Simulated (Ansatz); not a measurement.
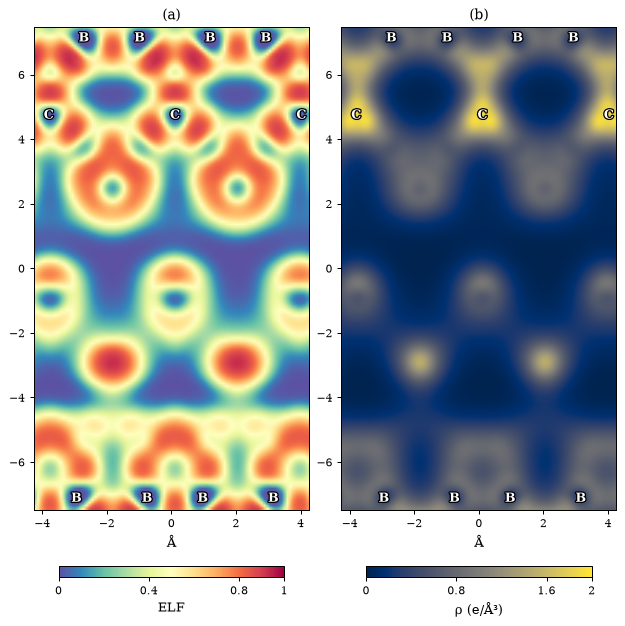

Figure 1: B₃C. (a) electron localisation function; (b) valence pseudo-density on the (011) plane of the conventional cell.

Space group R-3m; a generated structure, not necessarily the stable one; changed on purpose from its base cell (volume × 0.91, shape and atoms relaxed); computed pressure about 22 GPa in this cell.

Level of theory: DFT PBE, scalar-relativistic, plane waves, PAW (Ansatz 0.2.0).

Core electrons are frozen (PAW), and the valence fields are smoothed inside the atomic spheres.

What does the map show?

Answer. The plane passes through B and C nuclei. Atoms just off the plane (B, 0.3 Å away and C, 0.4 Å away) can leave unmarked features too. B–B (1.73 Å): the density is about 0.84 e/Å³ at the midpoint; the ELF peaks at about 0.80 between the atoms. Between the atoms the lowest density in this plane is 0.02 e/Å³.
